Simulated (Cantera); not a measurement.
Feed: 1 mol SiC, a varied amount of CO2, 44 mol N2, 0.096 mol H2O, at 852 °C and 7.90 Pa.

Method: chemical equilibrium by Gibbs-energy minimisation in Cantera with the NASA 1993 tables (ideal gas, pure condensed phases). Candidate condensed phases: C, C6H6, C7H8, C8H18, H2O, Si, SiC, SiO2, Si2N2O, Si3N4; 151 gas species. N2 is the only nitrogen source here; it is nearly inert below about 1500 K, so the nitride shown seldom forms there in practice. Mutual solubility and eutectic melting of coexisting phases are not modelled. Equilibrium is a limit: real reactors are often held back by kinetics, nucleation or transport.

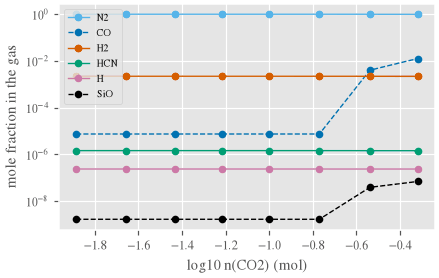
Figure: Equilibrium gas composition (values under 1e-9 drawn at 1e-9)

From 0.013 mol CO2 to 0.17 mol CO2 the condensed part is C(graphite) + Si2N2O(s) + Si3N4(s). From 0.29 mol CO2 to 0.48 mol CO2 the condensed part is C(graphite) + Si2N2O(s).
